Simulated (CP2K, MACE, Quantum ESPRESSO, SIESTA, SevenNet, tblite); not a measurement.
# Which site? A vacancy of C in (14,0) carbon nanotube bundle (112 atoms), by several methods

Aim: compare the energies of a vacancy of C at unlike sites of (14,0) carbon nanotube bundle (112 atoms), with plane waves as the reference.

The results are calculated values.

## (1) The structure

The cell holds 112 atoms (112 C), with edges of 14.26, 14.26 and 8.37 Å. Recipe: graphene sheet (a = 2.46 Å) rolled into a (14,0) tube of diameter 10.96 Å, 2 periods, hexagonal bundle with 3.3 Å between walls; minimised with a classical potential (one cell length free). Then the atoms were relaxed with MACE MP-0b3 medium in the fixed cell.

## (2) The reference input

Quantum ESPRESSO 7.5: Kohn-Sham DFT, PBE, SSSP efficiency 1.3.0 pseudopotentials, plane waves. Its input, pw.in, for the unchanged cell:

```
&control
  calculation = 'scf'
  pseudo_dir = './pseudo'
  outdir = './tmp'
  disk_io = 'none'
  tprnfor = .true.
  tstress = .true.
/
&system
  ibrav = 0
  nat = 112
  ntyp = 1
  ecutwfc = 45
  ecutrho = 360
  nosym = .true.
  occupations = 'smearing'
  smearing = 'fd'
  degauss = 0.003675
/
&electrons
  conv_thr = 5.6e-07
  electron_maxstep = 100
  mixing_beta = 0.2
  mixing_mode = 'local-TF'
  diagonalization = 'david'
/
ATOMIC_SPECIES
C 12.011 C.upf
CELL_PARAMETERS angstrom
14.26259 0.00000 0.00000
-7.13130 12.35177 0.00000
0.00000 0.00000 8.37084
ATOMIC_POSITIONS crystal
C 0.38326 0.00000 0.17555
C 0.42585 0.09979 0.09257
C 0.44828 0.19559 0.17530
C 0.44426 0.28031 0.09268
[... 106 atom lines left out ...]
C 0.32607 0.90022 0.92545
C 0.38326 0.00000 0.84247
K_POINTS gamma
```

```console
$ OMP_NUM_THREADS=1 mpirun -np 4 pw.x -in pw.in > output.txt
```

Run time: 2.6 min. Hardware: 4 MPI ranks of Intel Xeon Platinum 8488C (Sapphire Rapids), shared host; peak memory 4.2 GiB; 10 min of CPU time.

It converged with an r.m.s. force component of 0.41 eV/Å and a pressure of 6.6 GPa.

## (3) Levels of theory

The levels share the cells and solve them as single points, though not every level runs every cell. CPU time is summed over a level's finished runs, on a host shared with the other runs, so it is rough; the force column is the median over cells of the r.m.s. difference of force components from the reference.

| level | basis or training data | k-points | runs finished | CPU time | peak memory (GiB) | force difference (meV/Å) |
| --- | --- | --- | --- | --- | --- | --- |
| QE, PBE | plane waves, SSSP efficiency, 45/360 Ry | Γ | 4 of 4 | 35 min | 4.2 | reference |
| CP2K double zeta, PBE | DZVP-MOLOPT-SR, GTH-PBE potentials, 450 Ry | Γ | 3 of 3 | 28 min | 3.5 | 13 |
| SIESTA DZP, PBE | DZP orbitals, shift 0.01 Ry, mesh 300 Ry | Γ | 3 of 3 | 14 min | 1.4 | 145 |
| tblite GFN1-xTB | tight binding with its own dispersion term | Γ | 3 of 3 | 9.6 s | 0.11 | 89 |
| MACE MP-0b3 medium | trained on PBE(+U) plane-wave data | - | 4 of 4 | 32 s | 1.3 | 415 |
| SevenNet l3i5 | trained on PBE(+U) plane-wave data | - | 4 of 4 | 45 s | 1.9 | 395 |

The reference's own r.m.s. force component runs from 408 to 417 meV/Å over these cells. MACE MP-0b3 medium relaxed the atoms, so in the cells that it relaxed its own forces are small, and its entry isn't an independent test there.

## (4) The sites

Each changed cell was relaxed with MACE MP-0b3 medium before the single points. Neighbours are the site's nearest atoms before the change.

```csv
site,nearest atoms,their mean distance (Å),atoms within 6 Å,largest move on relaxing (Å),longest force left in the reference (eV/Å)
C110,C3,1.41,73,0.55,1.18
C89,C3,1.41,66,0.57,1.07
C1,C3,1.41,62,0.58,0.96
```

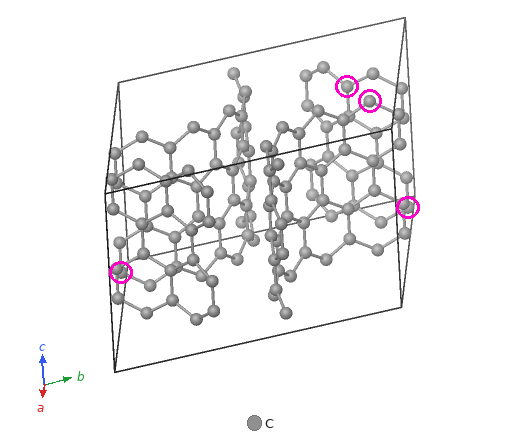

The unchanged cell with the tried sites ringed (carbon grey). Some periodic images of atoms are drawn too.

## (5) Site energies

All changed cells hold the same atoms, so within one level their energies compare with no chemical potential. Energies in eV, less that of C110, the reference's cheapest site; the last column is the largest deviation from the reference once each row's mean is taken off.

```csv
level,C110,C89,C1,cheapest,largest deviation
"QE, PBE",0.00,0.13,0.17,C110,-
"CP2K double zeta, PBE",0.00,0.12,0.15,C110,0.01
"SIESTA DZP, PBE",0.00,0.13,0.18,C110,0.00
tblite GFN1-xTB,0.00,0.06,0.08,C110,0.05
MACE MP-0b3 medium,0.00,0.12,0.19,C110,0.02
SevenNet l3i5,0.00,0.07,0.12,C110,0.04
```

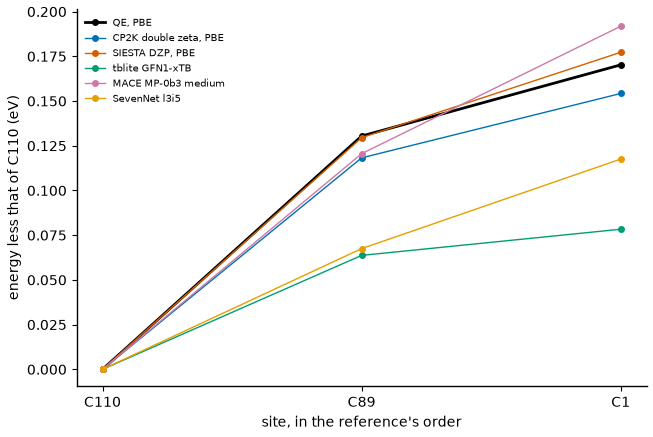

Site energies by level.

## (6) Findings

In the reference the cheapest site is C110 (C3) and the dearest C1 (C3), 0.17 eV higher. All 5 other levels pick the same cheapest site, and all give the whole order. SIESTA DZP, PBE follows the reference most closely (0.00 eV at worst) and tblite GFN1-xTB least (0.05 eV).

The other programs at PBE deviate by 0.01 eV at most, the learned potentials by 0.02 to 0.04 eV. The reference's gap of 0.62 eV in the unchanged cell becomes 0.27 eV between partly filled levels and the next empty one (C110), 0.24 eV between partly filled levels and the next empty one (C89) and 0.27 eV between partly filled levels and the next empty one (C1).

**Limits.** The geometries are those of MACE MP-0b3 medium; forces of up to 1.2 eV/Å remain in the reference, so relaxing in DFT would lower the energies, by amounts that can differ from site to site and can change the order. For MACE MP-0b3 medium alone these are relaxed energies. Defects interact with their periodic images. Neighbours of a vacancy can rebond in unlike ways from site to site, which enters the differences. The reference has no spin polarisation, so cut bonds at a vacancy can't carry moments. Only 3 of the 112 C sites are compared. Learned potentials don't solve for electrons, so the charge or spin state of a defect can't be set in them. The reference samples only Γ, in a cell whose shortest periodic width is 8 Å. The reference isn't exact: its cutoffs and mesh weren't converged further here. SIESTA's automatically made basis is far from complete, and its potentials were converted by us (checked for H, C, O, Si, Ge and Ca alone). The learned potentials mimic data converged in k, so the sampling error of the reference's coarse mesh counts against them here, while programs on the same mesh share it. The reference's PBE has no dispersion term. Where levels are smeared, the DFT runs use Fermi–Dirac occupations at 580 K (0.05 eV), and energies are free energies.

[Logs are printed without paths, hosts, clocks, repeated set-up lines and the standing remarks that a program may print on its own settings, such as how far it seeks lower states.]

[Hosts, paths, dates, database ids (printed as entryN), source tags and the programs' standing remarks are cut or masked in the printed files.]
